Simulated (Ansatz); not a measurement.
**Geometry relaxation of CH7OSi (part 1 of 2)**

The run: geometry relaxation of CH7OSi, multiplicity 2. Method and program: UKS PBE0-D4/def2-SVP (Ansatz 0.2.0).

The input holds or restrains some coordinates. Figures and captions count atoms from 1; the log counts them from 0 in places.

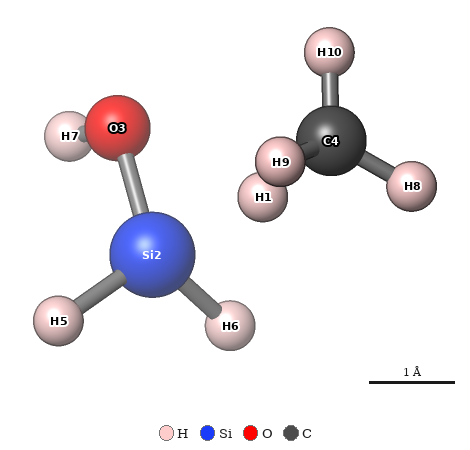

*The structure as given in the input (ball-and-stick view, seen at a tilt; atoms are numbered from 1 in the order of the input).*

Bond lengths as drawn: C–H 1.10 Å, H–O 0.96 Å, H–Si 1.50 Å and O–Si 1.67 Å.

Input:
```yaml
crystal:
  periodic: [false, false, false]
  atoms:
    - { symbol: H, position_ang: [-0.35393, -0.530982, 0.43789] }
    - { symbol: Si, position_ang: [1.150694, 0.275198, -1.070574] }
    - { symbol: O, position_ang: [0.682026, 1.875005, -1.071327] }
    - { symbol: C, position_ang: [-1.413059, -0.838814, 1.441167] }
    - { symbol: H, position_ang: [0.872254, -0.499084, -2.326969] }
    - { symbol: H, position_ang: [2.488712, -0.024401, -0.45777] }
    - { symbol: H, position_ang: [1.230589, 2.387456, -1.673177] }
    - { symbol: H, position_ang: [-0.814135, -1.362358, 2.194608] }
    - { symbol: H, position_ang: [-2.085107, -1.451069, 0.829684] }
    - { symbol: H, position_ang: [-1.758146, 0.16905, 1.696369] }
magnetization:
  spin_polarized: true
  initial_magnetization: 1
basis:
  gaussian: { orbitals: def2-SVP }
hamiltonian:
  xc: pbe0
  dispersion: d4
output:
  forces: true
relax:
  f_tol: 0.02
  max_steps: 50
  escape_saddle: false
  constraints: [{ distance: [0, 3] }, { distance: [0, 1] }]
```

Machine: 1 thread of Arm Neoverse V1, 24 GiB of memory available, shared host.

Run as:
```bash
ansatz run input.yaml --threads 1 --pin off --max-ram 2560MiB --backend cpu --events-out ev --progress --plain --runs-dir out
```

What the program printed:
```
The last accepted step is kept in [file] (removed where the run ends without a failure and the disk answers)
Engine: ansatz 0.2.0, aarch64-unknown-linux-gnu
Functional definition: PBE0
  parameter a = 0.25
  parameter kappa = 0.804
  parameter beta = 0.06672455060314922
  exchange = (1 - a)*pbe_x(kappa = kappa, mu = beta*pi^2/3) + a*exact_x
  correlation = pbe_c(beta = beta)
860 factors; integrals over basis functions are off by at most 3.3e-4 eV
mean field evaluation 1: about -11054.3948 eV, gradient 4.1e1 eV
mean field evaluation 2: about -11043.7495 eV, gradient 6.3e1 eV
mean field evaluation 4: about -11061.7202 eV, gradient 3.6e0 eV
mean field evaluation 8: about -11061.7956 eV, gradient 8.1e-2 eV
mean field evaluation 16: about -11061.7958 eV, gradient 6.0e-5 eV
mean field -11061.79575654 eV, -406.5134960983 hartree, gradient 1.6e-5 eV, S^2 0.760598; 0 other end points of the search recorded, 0 dependent functions left out
the calculation of the forces begins
reference -11061.79578519 eV, -406.5134971513 hartree; 18, 17 occupied and 63, 64 virtual orbitals, 860 factors
relax step   1: F+E_penalty+E_count = -11061.91151251 eV  Δ(F+E_penalty+E_count) = +0.000e0 eV  max|allowed force component| = 4.273e-1 eV/Å  Δτ_max = 0.0000 Å  (29 SCF iters, accepted)
  distance H 0 - C 3 held at 1.491000 Å   reaction = +4.3441e0 eV/Å
  distance H 0 - Si 1 held at 2.278000 Å   reaction = +1.5734e0 eV/Å
these checks for a lower state are left out or cut short: starts, cluster_reference, orbital_swaps, neighbouring_geometries, increment
860 factors; integrals over basis functions are off by at most 3.8e-4 eV
mean field -11061.92840845 eV, -406.5183709662 hartree, gradient 1.9e-5 eV, S^2 0.759287; 0 other end points of the search recorded, 0 dependent functions left out
[... from here on the field's lines of each further geometry are left out, up to the last ...]
relax step   2: F+E_penalty+E_count = -11062.04147695 eV  Δ(F+E_penalty+E_count) = -1.300e-1 eV  max|allowed force component| = 3.690e-1 eV/Å  Δτ_max = 0.1907 Å  (31 SCF iters, accepted)
relax step   3: F+E_penalty+E_count = -11062.05788789 eV  Δ(F+E_penalty+E_count) = -1.641e-2 eV  max|allowed force component| = 2.564e-1 eV/Å  Δτ_max = 0.0633 Å  (28 SCF iters, accepted)
relax step   4: F+E_penalty+E_count = -11062.06072376 eV  Δ(F+E_penalty+E_count) = -2.836e-3 eV  max|allowed force component| = 1.974e-1 eV/Å  Δτ_max = 0.0124 Å  (27 SCF iters, accepted)
relax step   5: F+E_penalty+E_count = -11062.06678948 eV  Δ(F+E_penalty+E_count) = -6.066e-3 eV  max|allowed force component| = 7.843e-2 eV/Å  Δτ_max = 0.0483 Å  (27 SCF iters, accepted)
relax step   6: F+E_penalty+E_count = -11062.06747159 eV  Δ(F+E_penalty+E_count) = -6.821e-4 eV  max|allowed force component| = 1.295e-2 eV/Å  Δτ_max = 0.0395 Å  (28 SCF iters, accepted)
relax step   7: F+E_penalty+E_count = -11062.06773655 eV  Δ(F+E_penalty+E_count) = -2.650e-4 eV  max|allowed force component| = 2.798e-2 eV/Å  Δτ_max = 0.0296 Å  (28 SCF iters, accepted)
relax step   8: F+E_penalty+E_count = -11062.06801449 eV  Δ(F+E_penalty+E_count) = -2.779e-4 eV  max|allowed force component| = 7.765e-2 eV/Å  Δτ_max = 0.0726 Å  (27 SCF iters, accepted)
relax step   9: F+E_penalty+E_count = -11062.06825314 eV  Δ(F+E_penalty+E_count) = -2.387e-4 eV  max|allowed force component| = 5.339e-2 eV/Å  Δτ_max = 0.0127 Å  (26 SCF iters, accepted)
relax step  10: F+E_penalty+E_count = -11062.06861177 eV  Δ(F+E_penalty+E_count) = -3.586e-4 eV  max|allowed force component| = 3.761e-2 eV/Å  Δτ_max = 0.0240 Å  (29 SCF iters, accepted)
relax step  11: F+E_penalty+E_count = -11062.03562035 eV  Δ(F+E_penalty+E_count) = +3.299e-2 eV  max|allowed force component| = 1.467e0 eV/Å  Δτ_max = 0.1957 Å  (31 SCF iters, rejected (line search))
relax step  12: F+E_penalty+E_count = -11062.07310780 eV  Δ(F+E_penalty+E_count) = -4.496e-3 eV  max|allowed force component| = 8.807e-2 eV/Å  Δτ_max = 0.0979 Å  (30 SCF iters, accepted)
relax step  13: F+E_penalty+E_count = -11062.06544813 eV  Δ(F+E_penalty+E_count) = +7.660e-3 eV  max|allowed force component| = 9.812e-1 eV/Å  Δτ_max = 0.0975 Å  (30 SCF iters, rejected (line search))
relax step  14: F+E_penalty+E_count = -11062.07749732 eV  Δ(F+E_penalty+E_count) = -4.390e-3 eV  max|allowed force component| = 9.977e-2 eV/Å  Δτ_max = 0.0488 Å  (27 SCF iters, accepted)
relax step  15: F+E_penalty+E_count = -11062.08190541 eV  Δ(F+E_penalty+E_count) = -4.408e-3 eV  max|allowed force component| = 2.333e-1 eV/Å  Δτ_max = 0.0488 Å  (27 SCF iters, accepted)
relax step  16: F+E_penalty+E_count = -11062.09253969 eV  Δ(F+E_penalty+E_count) = -1.063e-2 eV  max|allowed force component| = 2.497e-1 eV/Å  Δτ_max = 0.0750 Å  (31 SCF iters, accepted)
relax step  17: F+E_penalty+E_count = -11062.10655909 eV  Δ(F+E_penalty+E_count) = -1.402e-2 eV  max|allowed force component| = 5.713e-1 eV/Å  Δτ_max = 0.1123 Å  (30 SCF iters, accepted)
relax step  18: F+E_penalty+E_count = -11062.04698061 eV  Δ(F+E_penalty+E_count) = +5.958e-2 eV  max|allowed force component| = 1.800e0 eV/Å  Δτ_max = 0.1644 Å  (32 SCF iters, rejected (line search))
relax step  19: F+E_penalty+E_count = -11062.11987606 eV  Δ(F+E_penalty+E_count) = -1.332e-2 eV  max|allowed force component| = 4.268e-1 eV/Å  Δτ_max = 0.0822 Å  (30 SCF iters, accepted)
relax step  20: F+E_penalty+E_count = -11062.13539076 eV  Δ(F+E_penalty+E_count) = -1.551e-2 eV  max|allowed force component| = 2.603e-1 eV/Å  Δτ_max = 0.0843 Å  (30 SCF iters, accepted)
relax step  21: F+E_penalty+E_count = -11062.15317149 eV  Δ(F+E_penalty+E_count) = -1.778e-2 eV  max|allowed force component| = 1.330e-1 eV/Å  Δτ_max = 0.1264 Å  (31 SCF iters, accepted)
relax step  22: F+E_penalty+E_count = -11062.15488090 eV  Δ(F+E_penalty+E_count) = -1.709e-3 eV  max|allowed force component| = 1.294e-1 eV/Å  Δτ_max = 0.1673 Å  (30 SCF iters, accepted)
relax step  23: F+E_penalty+E_count = -11062.16201009 eV  Δ(F+E_penalty+E_count) = -7.129e-3 eV  max|allowed force component| = 1.575e-1 eV/Å  Δτ_max = 0.0947 Å  (28 SCF iters, accepted)
relax step  24: F+E_penalty+E_count = -11062.16324750 eV  Δ(F+E_penalty+E_count) = -1.237e-3 eV  max|allowed force component| = 2.092e-2 eV/Å  Δτ_max = 0.0325 Å  (29 SCF iters, accepted)
the calculation of the forces begins
reference -11062.05121646 eV, -406.5228840772 hartree; 18, 17 occupied and 63, 64 virtual orbitals, 860 factors
relax step  25: F+E_penalty+E_count = -11062.16343194 eV  Δ(F+E_penalty+E_count) = -1.844e-4 eV  max|allowed force component| = 4.650e-3 eV/Å  Δτ_max = 0.0117 Å  (26 SCF iters, accepted)
  distance H 0 - C 3 held at 1.491000 Å   reaction = +3.6000e0 eV/Å
  distance H 0 - Si 1 held at 2.278000 Å   reaction = +3.7781e-1 eV/Å
```

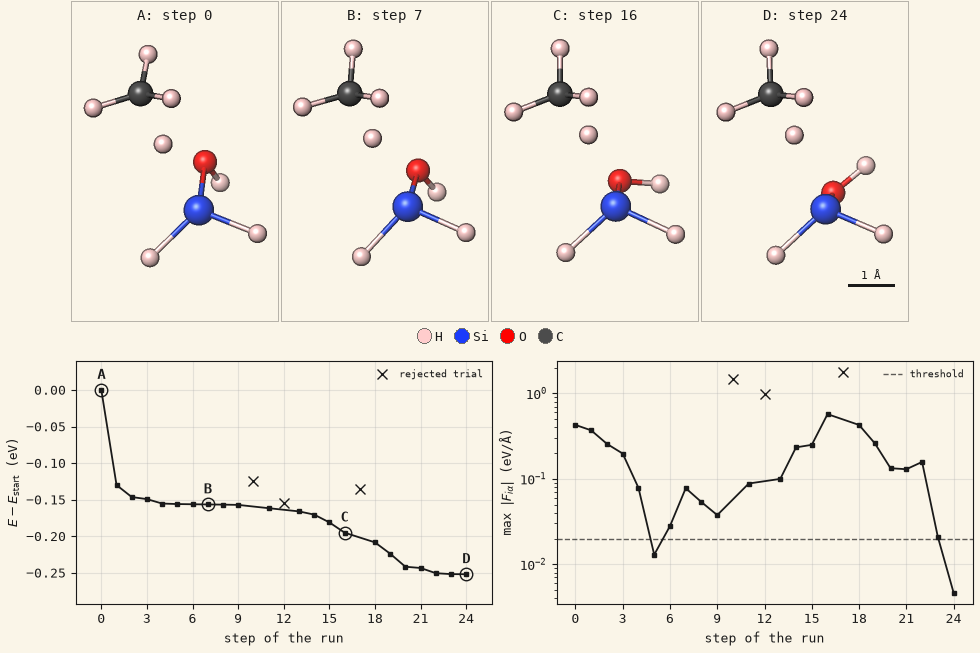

*Frames of the restrained relaxation (ball-and-stick view, seen at an oblique angle) above the curves, on which the letters mark them (the first geometry is step 0 here and step 1 in the log).*

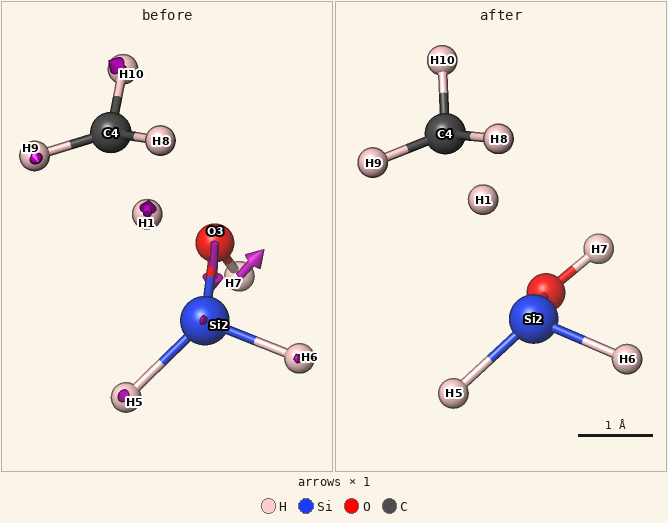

*Before (left) and after (right) the restrained relaxation, at one scale (ball-and-stick view, seen at an oblique angle). The pink arrows give the displacements, at true length.*

Over 24 geometry steps the energy falls by 0.252 eV. Largest force component: 0.43 eV/Å at the start, 0.0046 eV/Å at the end. The line search rejected the trial steps at points 10, 12, 17 (counted from 0) and went back. The atom that moves furthest after the best rigid fit is O3 (0.79 Å). By element the largest moves are O 0.79 Å, H 0.53 Å, Si 0.09 Å, C 0.03 Å. Distances before and after: Si2–H5 1.502 → 1.492 Å. Among the angles that change: O3–Si2–H5 116.2° → 106.1°, Si2–O3–H7 110.6° → 116.4°, O3–Si2–H6 116.2° → 111.9°. (Atoms are counted from 1 in the order of the input.)

```
860 factors; integrals over basis functions are off by at most 3.6e-4 eV
mean field -11062.05118806 eV, -406.5228830334 hartree, gradient 1.8e-5 eV, S^2 0.758752; 1 other end points of the search recorded, 0 dependent functions left out
the calculation of the forces begins
reference -11062.05121646 eV, -406.5228840772 hartree; 18, 17 occupied and 63, 64 virtual orbitals, 860 factors
Total energy: -11062.16346034 eV, -406.5270089639 hartree
Atom 0 at    -0.438071    -0.274663     0.472793 Å, force    -2.045579    -1.322923     2.118821 eV/Å
Atom 1 at     1.068208     0.306750    -1.134181 Å, force    -0.250572    -0.101079     0.266904 eV/Å
Atom 2 at     1.040117     1.852730    -1.764138 Å, force     0.002559     0.002348    -0.001422 eV/Å
Atom 3 at    -1.387890    -0.862618     1.460332 Å, force     2.291752     1.419815    -2.383066 eV/Å
Atom 4 at     0.724790    -0.605943    -2.263479 Å, force     0.003549     0.001448    -0.002397 eV/Å
Atom 5 at     2.416480    -0.042454    -0.566781 Å, force    -0.001038     0.002396    -0.002293 eV/Å
Atom 6 at     1.306722     2.561631    -1.170845 Å, force    -0.000941    -0.001996     0.001649 eV/Å
Atom 7 at    -0.765111    -1.337194     2.227096 Å, force     0.001057     0.000236     0.000278 eV/Å
Atom 8 at    -1.993605    -1.579982     0.895179 Å, force    -0.000704    -0.000428     0.001097 eV/Å
Atom 9 at    -1.971741    -0.018256     1.843927 Å, force    -0.000081     0.000183     0.000431 eV/Å
Dipole moment:     0.101890     0.134821     0.229607 e Å
```

Trajectory as extended XYZ (Å, eV, eV/Å), 25 frames, from step=1 to step=25:
```
10
Properties=species:S:1:pos:R:3:forces:R:3 step=1 energy=-11061.91151
H    -0.3539   -0.5310    0.4379   -2.0431  -0.4841   1.9118
Si    1.1507    0.2752   -1.0706   -0.9156  -0.9841   1.0409
O     0.6820    1.8750   -1.0713    0.4108  -0.0908  -0.3314
C    -1.4131   -0.8388    1.4412    3.0609   0.8529  -2.8917
H     0.8723   -0.4991   -2.3270    0.2319   0.2968  -0.0607
H     2.4887   -0.0244   -0.4578    0.0263   0.2364  -0.2981
H     1.2306    2.3875   -1.6732   -0.0664   0.3871  -0.0407
H    -0.8141   -1.3624    2.1946   -0.3486  -0.0174   0.1560
H    -2.0851   -1.4511    0.8297   -0.1740  -0.0050   0.3314
H    -1.7581    0.1691    1.6964   -0.1822  -0.1919   0.1825
10
Properties=species:S:1:pos:R:3:forces:R:3 step=2 energy=-11062.04148
H    -0.3631   -0.5830    0.4588   -2.3675  -0.5327   2.2039
Si    1.1074    0.3005   -1.0400   -0.1362   0.1228   0.0862
O     0.7836    1.9458   -1.1773    0.2060  -0.3690  -0.0841
C    -1.4243   -0.8836    1.4620    2.3329   0.4754  -2.1590
H     0.9613   -0.3932   -2.3688   -0.0916  -0.0044   0.0785
H     2.5180    0.0639   -0.5683   -0.0895  -0.0041   0.0805
H     1.3742    2.3929   -1.7985   -0.1544   0.0560   0.1192
H    -0.9432   -1.4214    2.2966    0.0123   0.1329  -0.2277
H    -2.1809   -1.5076    0.9581    0.2000   0.1334  -0.0153
H    -1.8330    0.0857    1.7773    0.0879  -0.0104  -0.0821
10
Properties=species:S:1:pos:R:3:forces:R:3 step=3 energy=-11062.05789
H    -0.3755   -0.5241    0.4553   -2.2550  -0.6856   2.1451
Si    1.1320    0.2735   -1.0548   -0.3979  -0.0116   0.3478
O     0.7585    1.9063   -1.1457    0.2564  -0.2482  -0.1585
C    -1.4244   -0.8667    1.4580    2.4873   0.7184  -2.3506
H     0.9537   -0.4191   -2.3765    0.0088   0.0221   0.0287
H     2.5299    0.0434   -0.5534   -0.0310   0.0101  -0.0178
H     1.3266    2.3932   -1.7567   -0.1330   0.0804   0.0944
H    -0.9065   -1.4059    2.2636   -0.0246   0.0680  -0.0870
H    -2.1528   -1.4947    0.9271    0.0673   0.0656   0.0180
H    -1.8417    0.0939    1.7830    0.0217  -0.0192  -0.0202
10
Properties=species:S:1:pos:R:3:forces:R:3 step=4 energy=-11062.06072
H    -0.3791   -0.5237    0.4584   -2.2366  -0.6774   2.1259
Si    1.1270    0.2770   -1.0515   -0.3977  -0.0298   0.3524
O     0.7671    1.9097   -1.1540    0.1974  -0.1973  -0.1204
C    -1.4268   -0.8704    1.4610    2.5482   0.8044  -2.4266
H     0.9455   -0.4192   -2.3687    0.0079  -0.0026   0.0018
H     2.5209    0.0430   -0.5467    0.0005  -0.0049  -0.0073
H     1.3350    2.3962   -1.7641   -0.1046   0.0817   0.0697
H    -0.9001   -1.4069    2.2591   -0.0179   0.0200  -0.0116
H    -2.1478   -1.4968    0.9229    0.0050   0.0186   0.0139
H    -1.8418    0.0911    1.7835   -0.0022  -0.0126   0.0023
10
Properties=species:S:1:pos:R:3:forces:R:3 step=5 energy=-11062.06679
H    -0.3857   -0.5064    0.4597   -2.2249  -0.7366   2.1311
Si    1.1245    0.2825   -1.0523   -0.3326  -0.0758   0.3060
O     0.7953    1.9120   -1.1838    0.0737  -0.0143  -0.0596
C    -1.4259   -0.8763    1.4618    2.5129   0.8880  -2.4198
H     0.9302   -0.4397   -2.3537    0.0173  -0.0004   0.0028
H     2.5085    0.0269   -0.5307    0.0021  -0.0046  -0.0170
H     1.3424    2.4428   -1.7744   -0.0523  -0.0571   0.0598
H    -0.8936   -1.4127    2.2553    0.0027   0.0007  -0.0004
H    -2.1431   -1.5049    0.9223    0.0005   0.0006  -0.0021
H    -1.8528    0.0758    1.7958    0.0006  -0.0005  -0.0008
10
Properties=species:S:1:pos:R:3:forces:R:3 step=6 energy=-11062.06747
H    -0.3982   -0.4864    0.4649   -2.1998  -0.8067   2.1282
Si    1.1130    0.2969   -1.0491   -0.2775  -0.1535   0.2779
O     0.8109    1.9266   -1.2091    0.0006   0.0028  -0.0036
C    -1.4283   -0.8847    1.4665    2.4888   0.9652  -2.4200
H     0.9211   -0.4416   -2.3425   -0.0015   0.0001   0.0129
H     2.4945    0.0294   -0.5246   -0.0102  -0.0007  -0.0013
H     1.3775    2.4415   -1.7924   -0.0021  -0.0025   0.0064
H    -0.8847   -1.4221    2.2516    0.0015  -0.0008  -0.0016
H    -2.1384   -1.5171    0.9218    0.0017  -0.0007  -0.0004
H    -1.8675    0.0574    1.8129   -0.0014  -0.0034   0.0016
```
